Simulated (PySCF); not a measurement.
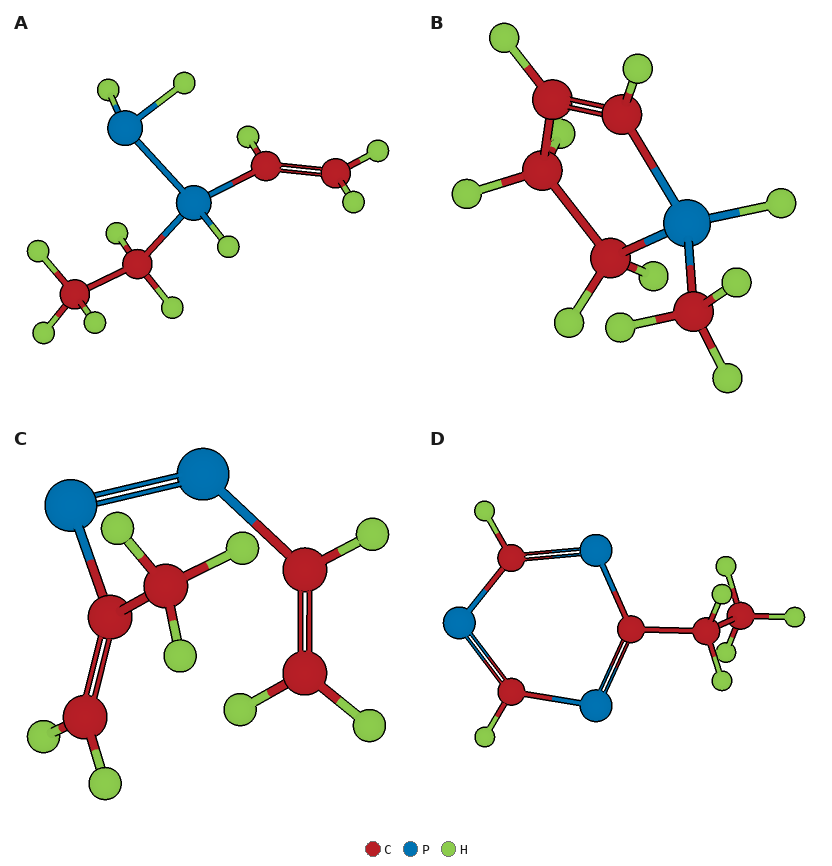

The picture comes from a calculation with PySCF.

> Match each picture to its SMILES.
(1) C[P@@H+]1C=CCC1
(2) C=C/P=P\C(=C)C
(3) CCc1pcpcp1
(4) C=C[P@@H+](P)CC

A is (4), B is (1), C is (2), D is (3).
